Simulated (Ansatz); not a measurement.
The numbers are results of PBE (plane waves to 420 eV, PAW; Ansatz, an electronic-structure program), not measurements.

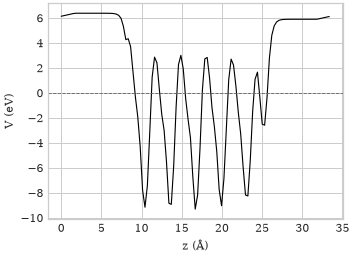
Figure. Plane-averaged electrostatic potential energy along the normal, in eV from the highest filled level, for a constructed model of the (111)B surface of zinc-blende AlP, P-terminated, P trimer, 2x2 (bottom of the slab: 3 H on 4 bottom sites)

Model: 46-atom slab, 17.2 Å thick at the start with caps and adatoms, 3x3x1 mesh, Fermi-Dirac 0.025 eV, dipole correction, 8 atoms held, the rest relaxed; symmetry of the start imposed; no spin, no spin-orbit, no U. It is one candidate, not shown to be the stable structure of the face.

The vacuum level lies 5.90 eV above the highest filled level over the top face and 6.38 eV above it under the bottom face.
